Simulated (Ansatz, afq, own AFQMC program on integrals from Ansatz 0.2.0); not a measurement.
# GeHO (doublet): AFQMC on the coupled-cluster ladder at scale of all distances = 1.309, cc-pVDZ

Aim: compute GeHO (doublet) with auxiliary-field quantum Monte Carlo on the same integrals as coupled cluster, and set the energies side by side.

Program: Ansatz 0.2.0, Gaussian basis, and an in-house AFQMC program (afq) on its integrals; all values are calculated. Level of theory: cc-pVDZ, frozen cores. These are calculated values, not measurements.

The runs, in order: PBE (unrestricted); r2SCAN (unrestricted); PBE0 (unrestricted); B3LYP (unrestricted); wB97M-V (unrestricted); B2PLYP (unrestricted); CCSD(T) on UHF; CCSDT(Q) on UHF; Phaseless AFQMC, CISD trial on UHF; Phaseless AFQMC, single-determinant trial on UHF; CCSD(T) on ROHF; CCSDT(Q) on ROHF; Phaseless AFQMC, CISD trial on ROHF; Phaseless AFQMC, single-determinant trial on ROHF.

4 further runs of the same task are left out: 1 for a known fault of the program, 3 that didn't finish.

### Step 1. What is computed

The geometry derives from a PBE0/def2-TZVP stationary point (not a proven minimum). All distances are scaled together. No spin-orbit coupling is included. The filled d shell of Ge may be among the frozen orbitals whatever the setting's name suggests; the logs give the count.

3 atoms, charge 0, spin multiplicity 2.

Atoms are counted from 1 here; the program's logs count them from 0.

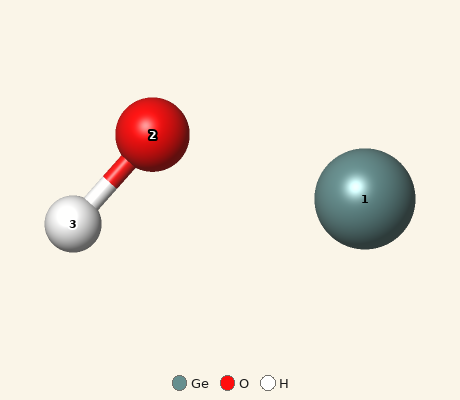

The geometry (germanium teal, oxygen red, hydrogen white); atoms are numbered from 1 in the order of the file.

As a file:

```xyz
3
GeHO
Ge    0.00000    0.01754    0.44932
O     0.00000   -0.14039   -1.88332
H     0.00000    0.96462   -2.48650
```

### Step 2. PBE (unrestricted)

in.yaml reads:

```yaml
crystal:
  periodic: [false, false, false]
  atoms:
    - {symbol: Ge, position_ang: [0.000000, 0.017537, 0.449315]}
    - {symbol: O, position_ang: [0.000000, -0.140390, -1.883318]}
    - {symbol: H, position_ang: [0.000000, 0.964618, -2.486502]}
basis:
  gaussian: {orbitals: cc-pVDZ}
magnetization: {spin_polarized: true, initial_magnetization: 1}
hamiltonian: {xc: {name: PBE}}
output: {orbitals: {seedname: orbitals}}
```

Launch:

```
> ansatz run in.yaml --threads 1 --pin off --events-out ev --progress --plain --max-ram 1382MiB
```

The program printed:

```text
Functional definition: PBE
  name "PBE"
  cite "Perdew, Burke & Ernzerhof, Phys. Rev. Lett. 77, 3865 (1996) doi:10.1103/PhysRevLett.77.3865"
  parent pbe
  parameter kappa = 0.804
  parameter beta = 0.06672455060314922
  exchange = pbe_x(kappa = kappa, mu = beta*pi^2/3)
  correlation = pbe_c(beta = beta)
568 factors; their error is unknown
mean field evaluation 1: about -58558.5730 eV, gradient 4.4e1 eV
mean field evaluation 2: about -58381.6399 eV, gradient 1.2e2 eV
mean field evaluation 4: about -58565.2949 eV, gradient 1.6e1 eV
mean field evaluation 8: about -58567.1187 eV, gradient 1.2e-1 eV
mean field evaluation 16: about -58567.1039 eV, gradient 1.8e-3 eV
mean field evaluation 32: about -58564.5421 eV, gradient 2.2e1 eV
mean field evaluation 64: about -58566.8046 eV, gradient 6.3e-1 eV
mean field -58567.10389615 eV, -2152.3013699745 hartree, gradient 1.8e-5 eV, S^2 0.767121; 9 other end points of the search recorded, 0 dependent functions left out
reference -58567.10392213 eV, -2152.3013709293 hartree; 21, 20 occupied and 25, 26 virtual orbitals, 568 factors
Total energy: -58567.10392213 eV, -2152.3013709293 hartree
```

Run time: 4.9 s. Hardware: 1 thread of Arm Neoverse V1, shared host.

From the report: ⟨S²⟩ of the determinant 0.767 (pure doublet: 0.75).

### Step 3. r2SCAN (unrestricted)

in.yaml, as its differences from that of step 2:

```diff
@@ -9,3 +9,2 @@
 magnetization: {spin_polarized: true, initial_magnetization: 1}
-hamiltonian: {xc: {name: PBE}}
-output: {orbitals: {seedname: orbitals}}
+hamiltonian: {xc: {name: r2SCAN}}
```

Same command.

The program printed, shortened:

```text
Functional definition: r2SCAN
  name "r2SCAN"
  cite "Furness, Kaplan, Ning, Perdew & Sun, J. Phys. Chem. Lett. 11, 8208 (2020) doi:10.1021/acs.jpclett.0c02405"
  cite "Furness, Kaplan, Ning, Perdew & Sun, J. Phys. Chem. Lett. 11, 9248 (2020) doi:10.1021/acs.jpclett.0c03077"
  parent r2scan
[...]
568 factors; their error is unknown
[...]
mean field -58576.07018053 eV, -2152.6308748483 hartree, gradient 5.9e-6 eV, S^2 0.768580; 6 other end points of the search recorded, 0 dependent functions left out
reference -58576.07018983 eV, -2152.6308751900 hartree; 21, 20 occupied and 25, 26 virtual orbitals, 568 factors
Total energy: -58576.07018983 eV, -2152.6308751900 hartree
```

Run time: 7.5 s. Hardware: 1 thread of Arm Neoverse V1, shared host.

From the report: ⟨S²⟩ of the determinant 0.769 (pure doublet: 0.75).

### Step 4. PBE0 (unrestricted)

in.yaml, as its differences from that of step 3:

```diff
@@ -9,2 +9,3 @@
 magnetization: {spin_polarized: true, initial_magnetization: 1}
-hamiltonian: {xc: {name: r2SCAN}}
+hamiltonian: {xc: {name: PBE0}}
+output: {orbitals: {seedname: orbitals}}
```

The command is unchanged.

The program printed, shortened:

```text
Functional definition: PBE0
  name "PBE0"
  cite "Adamo & Barone, J. Chem. Phys. 110, 6158 (1999) doi:10.1063/1.478522"
  cite "Perdew, Burke & Ernzerhof, Phys. Rev. Lett. 77, 3865 (1996) doi:10.1103/PhysRevLett.77.3865"
  parent pbe
[...]
504 factors; integrals over basis functions are off by at most 8.0e-4 eV
[...]
mean field -58567.95449318 eV, -2152.3326288391 hartree, gradient 6.2e-6 eV, S^2 0.763693; 3 other end points of the search recorded, 0 dependent functions left out
reference -58567.95451295 eV, -2152.3326295656 hartree; 21, 20 occupied and 25, 26 virtual orbitals, 504 factors
Total energy: -58567.95451295 eV, -2152.3326295656 hartree
```

Wall time 3.2 s (1 thread of Arm Neoverse V1, shared host).

From the report: ⟨S²⟩ of the determinant 0.764 (pure doublet: 0.75).

### Step 5. B3LYP (unrestricted)

in.yaml, as its differences from that of step 4:

```diff
@@ -9,3 +9,2 @@
 magnetization: {spin_polarized: true, initial_magnetization: 1}
-hamiltonian: {xc: {name: PBE0}}
-output: {orbitals: {seedname: orbitals}}
+hamiltonian: {xc: {name: B3LYP}}
```

Same command.

The program printed, shortened:

```text
Functional definition: B3LYP
  name "B3LYP"
  cite "Stephens, Devlin, Chabalowski & Frisch, J. Phys. Chem. 98, 11623 (1994) doi:10.1021/j100096a001"
  cite "Becke, Phys. Rev. A 38, 3098 (1988) doi:10.1103/PhysRevA.38.3098"
  cite "Lee, Yang & Parr, Phys. Rev. B 37, 785 (1988) doi:10.1103/PhysRevB.37.785"
  cite "Vosko, Wilk & Nusair, Can. J. Phys. 58, 1200 (1980) doi:10.1139/p80-159"
[...]
504 factors; integrals over basis functions are off by at most 8.0e-4 eV
[...]
mean field -58578.79127134 eV, -2152.7308730911 hartree, gradient 3.1e-6 eV, S^2 0.757454; 6 other end points of the search recorded, 0 dependent functions left out
reference -58578.79144199 eV, -2152.7308793621 hartree; 21, 20 occupied and 25, 26 virtual orbitals, 504 factors
Total energy: -58578.79144199 eV, -2152.7308793621 hartree
```

Wall time 4.4 s (1 thread of Arm Neoverse V1, shared host).

From the report: ⟨S²⟩ of the determinant 0.757 (pure doublet: 0.75).

### Step 6. wB97M-V (unrestricted)

in.yaml, as its differences from that of step 5:

```diff
@@ -9,2 +9,3 @@
 magnetization: {spin_polarized: true, initial_magnetization: 1}
-hamiltonian: {xc: {name: B3LYP}}
+hamiltonian: {xc: {name: wB97M-V}}
+output: {orbitals: {seedname: orbitals}}
```

Launched as before.

The program printed, shortened:

```text
Functional definition: wB97M-V
  name "wB97M-V"
  cite "Mardirossian & Head-Gordon, J. Chem. Phys. 144, 214110 (2016) doi:10.1063/1.4952647"
  cite "Becke, J. Chem. Phys. 107, 8554 (1997) doi:10.1063/1.475007"
  cite "Vydrov & Van Voorhis, J. Chem. Phys. 133, 244103 (2010) doi:10.1063/1.3521275"
  # Of w^i u^j: cxij and so on, Table III.
[...]
  gx(w, u) = 1 - cx + cx01*u + cx10*w
  gss(w, u) = css00 + css04*u^4 + css10*w + css20*w^2 + css43*w^4*u^3
  gos(w, u) = cos00 + cos10*w + (cos20 + cos21*u)*w^2 + (cos60 + cos61*u)*w^6
[...]
      + integral(e_c_pw_mod_opposite_spin*gos(b97_w_opposite, b97_u_opposite)) + vv10(b, c)
504 factors; integrals over basis functions are off by at most 8.0e-4 eV
127 factors; integrals over basis functions are off by at most 9.9e-6 eV
[...]
mean field -58573.56397276 eV, -2152.5387734114 hartree, gradient 9.7e-6 eV, S^2 0.754683; 1 other end points of the search recorded, 0 dependent functions left out
reference -58573.56400224 eV, -2152.5387744948 hartree; 21, 20 occupied and 25, 26 virtual orbitals, 504 factors
Total energy: -58573.56400224 eV, -2152.5387744948 hartree
```

Run time: 14 s. Hardware: 1 thread of Arm Neoverse V1, shared host.

From the report: ⟨S²⟩ of the determinant 0.755 (pure doublet: 0.75).

### Step 7. B2PLYP (unrestricted)

in.yaml, as its differences from that of step 6:

```diff
@@ -9,3 +9,3 @@
 magnetization: {spin_polarized: true, initial_magnetization: 1}
-hamiltonian: {xc: {name: wB97M-V}}
-output: {orbitals: {seedname: orbitals}}
+hamiltonian: {xc: {name: B2PLYP}}
+correlation: {electrons: outside_noble_gas}
```

Same command.

The program printed, shortened:

```text
Functional definition: B2PLYP
  name "B2PLYP"
  cite "Grimme, J. Chem. Phys. 124, 034108 (2006) doi:10.1063/1.2148954"
  cite "Becke, Phys. Rev. A 38, 3098 (1988) doi:10.1103/PhysRevA.38.3098"
  cite "Lee, Yang & Parr, Phys. Rev. B 37, 785 (1988) doi:10.1103/PhysRevB.37.785"
[...]
504 factors; integrals over basis functions are off by at most 8.0e-4 eV
[...]
mean field -58561.77456297 eV, -2152.1055205926 hartree, gradient 4.0e-7 eV, S^2 0.758889; 8 other end points of the search recorded, 0 dependent functions left out
15 core orbitals not correlated: weight in the atoms' cores, before any rotation towards them, 1.000 or more for the frozen orbitals, at most 0.000 for the correlated occupied ones
reference -58561.77467176 eV, -2152.1055245907 hartree; 6, 5 occupied and 25, 26 virtual orbitals, 504 factors
second order -9.94180436 eV of doubles, -0.00000000 eV of singles
Total energy: -58564.45895894 eV, -2152.2041703249 hartree
```

It took 8 s on 1 thread of Arm Neoverse V1, shared host.

From the report: ⟨S²⟩ of the determinant 0.759 (pure doublet: 0.75).

### Step 8. CCSD(T) on UHF

in.yaml, as its differences from that of step 7:

```diff
@@ -9,3 +9,2 @@
 magnetization: {spin_polarized: true, initial_magnetization: 1}
-hamiltonian: {xc: {name: B2PLYP}}
-correlation: {electrons: outside_noble_gas}
+correlation: {method: ccsd_t, electrons: outside_noble_gas, hamiltonian_folder: ham}
```

The command is unchanged.

The program printed, shortened:

```text
Functional definition: HF
  name "HF"
  cite "Fock, Z. Phys. 61, 126 (1930) doi:10.1007/BF01340294"
  parent pbe
[...]
504 factors; integrals over basis functions are off by at most 8.0e-4 eV
[...]
mean field -58522.22963581 eV, -2150.6522713241 hartree, gradient 2.5e-6 eV, S^2 1.056106; 31 other end points of the search recorded, 0 dependent functions left out
determinant -58522.22963581 eV, -2150.6522713241 hartree, with singles and doubles -58530.07913986 eV, -2150.9407352773 hartree
determinant -58522.21077889 eV, -2150.6515783451 hartree, with singles and doubles -58529.68587814 eV, -2150.9262831757 hartree
determinant -58522.17216797 eV, -2150.6501594199 hartree, with singles and doubles -58529.83270710 eV, -2150.9316790404 hartree
determinant -58521.86541739 eV, -2150.6388865442 hartree, with singles and doubles -58529.91912671 eV, -2150.9348549024 hartree
[...]
determinant -58521.86541739 eV, -2150.6388865442 hartree, with singles and doubles -58529.99335339 eV, -2150.9375826826 hartree
determinant -58521.85039603 eV, -2150.6383345191 hartree, with singles and doubles -58529.87910882 eV, -2150.9333842720 hartree
determinant -58521.67336734 eV, -2150.6318288348 hartree, with singles and doubles -58529.96590027 eV, -2150.9365737992 hartree
15 core orbitals not correlated: weight in the atoms' cores, before any rotation towards them, 1.000 or more for the frozen orbitals, at most 0.000 for the correlated occupied ones
reference -58522.22963581 eV, -2150.6522713241 hartree; 6, 5 occupied and 25, 26 virtual orbitals, 504 factors
second order -6.94098522 eV of doubles, -0.00000000 eV of singles
cycle   1  -7.86344805 eV  change    6.3e-6 eV  update   4.1e-6
cycle   2  -7.86344284 eV  change    5.2e-6 eV  update   2.9e-6
perturbative correction -0.29571155 eV, -0.0108671990 hartree
Total energy: -58530.38879020 eV, -2150.9521147173 hartree
```

Run time: 37 s. Hardware: 1 thread of Arm Neoverse V1, shared host.

From the report: ⟨S²⟩ of the determinant 1.056 (pure doublet: 0.75); correlation -8.1592 eV; T1 0.074; largest double amplitude 0.10.

This run also writes the integrals to the folder ham.

### Step 9. CCSDT(Q) on UHF

in.yaml, as its differences from that of step 8:

```diff
@@ -9,2 +9,2 @@
 magnetization: {spin_polarized: true, initial_magnetization: 1}
-correlation: {method: ccsd_t, electrons: outside_noble_gas, hamiltonian_folder: ham}
+correlation: {method: ccsdt_q, electrons: outside_noble_gas}
```

Same command.

The program printed, shortened:

```text
Functional definition: HF
  name "HF"
  cite "Fock, Z. Phys. 61, 126 (1930) doi:10.1007/BF01340294"
  parent pbe
[...]
842 factors; integrals over basis functions are off by at most 2.0e-7 eV
[...]
mean field -58522.22974862 eV, -2150.6522754697 hartree, gradient 1.8e-6 eV, S^2 1.056122; 31 other end points of the search recorded, 0 dependent functions left out
determinant -58522.22974862 eV, -2150.6522754697 hartree, with singles and doubles -58530.07925042 eV, -2150.9407393405 hartree
determinant -58522.21088613 eV, -2150.6515822862 hartree, with singles and doubles -58529.68596121 eV, -2150.9262862283 hartree
determinant -58522.17228296 eV, -2150.6501636458 hartree, with singles and doubles -58529.83281955 eV, -2150.9316831729 hartree
determinant -58521.86553054 eV, -2150.6388907021 hartree, with singles and doubles -58529.91923805 eV, -2150.9348589942 hartree
[...]
determinant -58521.86553054 eV, -2150.6388907021 hartree, with singles and doubles -58529.99346585 eV, -2150.9375868154 hartree
determinant -58521.85052019 eV, -2150.6383390820 hartree, with singles and doubles -58529.87922044 eV, -2150.9333883742 hartree
determinant -58521.67348834 eV, -2150.6318332815 hartree, with singles and doubles -58529.96601222 eV, -2150.9365779133 hartree
15 core orbitals not correlated: weight in the atoms' cores, before any rotation towards them, 1.000 or more for the frozen orbitals, at most 0.000 for the correlated occupied ones
reference -58522.22974862 eV, -2150.6522754697 hartree; 6, 5 occupied and 25, 26 virtual orbitals, 842 factors
second order -6.94097319 eV of doubles, -0.00000000 eV of singles
cycle   1  -7.08743501 eV  change   -1.5e-1 eV  update   1.3e-1
[...]
cycle  29  -8.24865191 eV  change    7.2e-8 eV  update   8.5e-7
perturbative correction -0.09431070 eV, -0.0034658542 hartree
Total energy: -58530.57271122 eV, -2150.9588736902 hartree
```

Wall time 63 s (1 thread of Arm Neoverse V1, shared host); peak memory 0.26 GiB.

From the report: ⟨S²⟩ of the determinant 1.056 (pure doublet: 0.75); correlation -8.3430 eV; T1 0.086; largest double amplitude 0.12.

### Step 10. Phaseless AFQMC, CISD trial on UHF

It reads the integrals that the CCSD(T) run on this determinant wrote.

Launch:

```
> afq ham --method phaseless --trial cisd --walkers 60 --populations 1 --least-time 40 --time-step 0.005 --steps-per-block 50 --equilibration-blocks 40 --max-blocks 300 --target-error 0.0008 --factor-cut 1e-05 --start spin_pure --seed 5326 --release-times 0.24,0.51,0.99,1.62,2.4 --release-step 0.03 --release-every 4 --taylor-order 6
```

The program printed:

```text
orbitals 31  electrons 6 5  factors 217 of 504
reference energy -2150.65227132 Eh
CCSD correlation -0.28897580 Eh in 19 cycles, weight of the determinant in the CISD state 0.7667
energy of the start -2150.919655 Eh
 block  time / (1/Eh)  mean weight  energy / Eh
     1     0.250  0.9984  -2150.927809
     2     0.500  1.0002  -2150.936335
     3     0.750  0.9982  -2150.939047
     4     1.000  0.9998  -2150.946239
     5     1.250  1.0006  -2150.947250
     6     1.500  1.0007  -2150.951829
     7     1.750  0.9998  -2150.944347
     8     2.000  1.0012  -2150.936611
     9     2.250  1.0002  -2150.945587
    10     2.500  1.0008  -2150.950578
    17     4.250  1.0005  -2150.953383
    25     6.250  1.0001  -2150.956253
    33     8.250  0.9996  -2150.935636
    41    10.250  0.9995  -2150.957356
    49    12.250  1.0003  -2150.961428
    57    14.250  0.9985  -2150.954102
    65    16.250  0.9984  -2150.963066
    73    18.250  1.0010  -2150.940079
    81    20.250  0.9971  -2150.959273
    89    22.250  1.0016  -2150.955212
    97    24.250  0.9985  -2150.969846
   105    26.250  1.0015  -2150.967639
   113    28.250  0.9983  -2150.982424
   121    30.250  1.0017  -2150.946331
   129    32.250  0.9962  -2150.964276
   137    34.250  1.0002  -2150.950746
   145    36.250  1.0027  -2150.958457
   153    38.250  0.9982  -2150.984392
   161    40.250  1.0030  -2150.950998
   169    42.250  0.9974  -2150.948415
   177    44.250  1.0024  -2150.949364
   185    46.250  0.9988  -2150.940465
   193    48.250  1.0007  -2150.952961
   201    50.250  0.9995  -2150.979650
   209    52.250  0.9986  -2150.962108
   217    54.250  0.9986  -2150.950565
   225    56.250  1.0016  -2150.927870
   233    58.250  1.0035  -2150.955511
   241    60.250  0.9966  -2150.968385
   249    62.250  0.9991  -2150.968854
   257    64.250  0.9999  -2150.944121
   265    66.250  0.9988  -2150.943591
   273    68.250  1.0001  -2150.943344
   281    70.250  1.0018  -2150.954294
   289    72.250  0.9996  -2150.952994
   297    74.250  1.0019  -2150.949817
   305    76.250  1.0012  -2150.947964
   313    78.250  0.9981  -2150.950584
   321    80.250  0.9990  -2150.961997
   329    82.250  1.0001  -2150.962457
   337    84.250  1.0027  -2150.944108
blocks merged  error / Eh  count
     1  0.000647  300
     2  0.000771  150
     4  0.000863  75
     8  0.000926  37
    16  0.000911  18
    32  0.001164  9
released: time / (1/Eh)  energy / Eh  error  mean overlap
  0.24  -2150.955306  0.001135  0.9891
  0.51  -2150.956023  0.001200  0.9924
  0.99  -2150.955927  0.001371  0.9783
  1.62  -2150.958885  0.002367  0.9751
  2.40  -2150.958566  0.003064  1.0105
energy -2150.953491 +/- 0.000926 Eh
```

Run time: 5.4 min. Hardware: 1 thread of Arm Neoverse V1, shared host.

Energy -58530.4263 ± 0.0252 eV. Caveats: constraint bias not in the error.

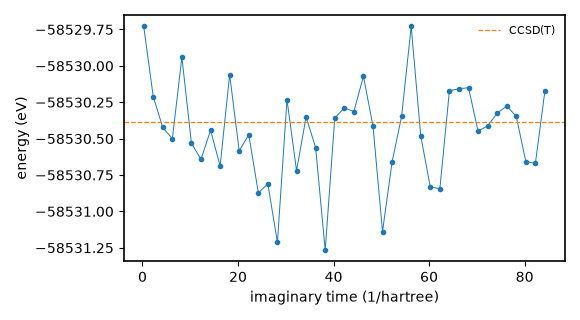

Block energies along the walk.

### Step 11. Phaseless AFQMC, single-determinant trial on UHF

It reads the integrals that the CCSD(T) run on this determinant wrote.

Launch:

```
> afq ham --method phaseless --trial hf --walkers 120 --populations 1 --least-time 40 --time-step 0.005 --steps-per-block 20 --equilibration-blocks 160 --max-blocks 600 --target-error 0.0024000000000000002 --factor-cut 1e-05 --start spin_pure --seed 3200 --taylor-order 6
```

The program printed:

```text
orbitals 31  electrons 6 5  factors 217 of 504
reference energy -2150.65227132 Eh
CCSD correlation -0.28897580 Eh in 19 cycles, weight of the determinant in the CISD state 0.7667
energy of the start -2150.661327 Eh
 block  time / (1/Eh)  mean weight  energy / Eh
     1     0.100  1.0013  -2150.737929
     2     0.200  1.0016  -2150.773566
     3     0.300  1.0013  -2150.819994
     4     0.400  1.0027  -2150.831197
     5     0.500  1.0026  -2150.844553
     6     0.600  1.0008  -2150.868679
     7     0.700  1.0015  -2150.871953
     8     0.800  0.9986  -2150.891105
     9     0.900  1.0004  -2150.904900
    10     1.000  1.0040  -2150.895610
    20     2.000  1.0005  -2150.908879
    39     3.900  1.0009  -2150.945838
    58     5.800  0.9992  -2150.980310
    77     7.700  0.9972  -2150.939064
    96     9.600  0.9996  -2150.971662
   115    11.500  1.0017  -2150.974429
   134    13.400  0.9971  -2151.037062
   153    15.300  0.9997  -2150.937790
   172    17.200  1.0007  -2150.934358
   191    19.100  1.0016  -2150.967480
   210    21.000  1.0037  -2150.919413
   229    22.900  1.0011  -2150.984157
   248    24.800  0.9995  -2150.943237
   267    26.700  1.0003  -2150.957305
   286    28.600  0.9965  -2150.913997
   305    30.500  1.0014  -2150.996456
   324    32.400  1.0016  -2150.939065
   343    34.300  1.0011  -2150.956495
   362    36.200  1.0000  -2150.937058
   381    38.100  0.9990  -2150.912679
   400    40.000  0.9997  -2150.976900
   419    41.900  1.0013  -2151.012298
   438    43.800  0.9979  -2150.946938
   457    45.700  1.0008  -2150.966818
   476    47.600  1.0015  -2150.937895
   495    49.500  1.0001  -2150.998820
   514    51.400  1.0002  -2150.934509
   533    53.300  0.9923  -2150.971669
   552    55.200  1.0018  -2150.922166
   571    57.100  0.9988  -2151.018713
   590    59.000  1.0000  -2150.952585
   609    60.900  0.9978  -2150.939834
   628    62.800  1.0024  -2150.981755
   647    64.700  1.0010  -2150.928759
   666    66.600  0.9996  -2151.020509
   685    68.500  0.9990  -2150.949533
   704    70.400  1.0011  -2150.990360
   723    72.300  1.0001  -2150.897718
   742    74.200  1.0000  -2150.952713
blocks merged  error / Eh  count
     1  0.001440  600
     2  0.001908  300
     4  0.002493  150
     8  0.003163  75
    16  0.003772  37
    32  0.003829  18
    64  0.003538  9
energy -2150.957514 +/- 0.003829 Eh
```

It took 3.6 min on 1 thread of Arm Neoverse V1, shared host.

Energy -58530.5357 ± 0.1042 eV. Caveats: constraint bias not in the error; error above the target.

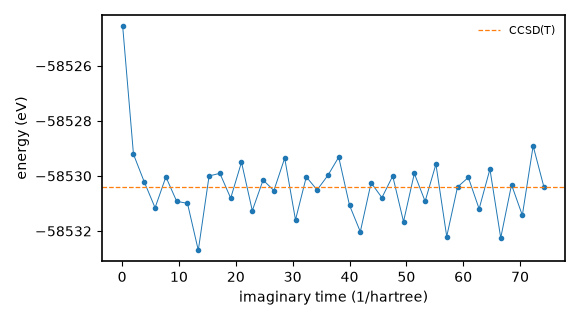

Block energies along the walk.

(Part 1 of 2 ends here.)
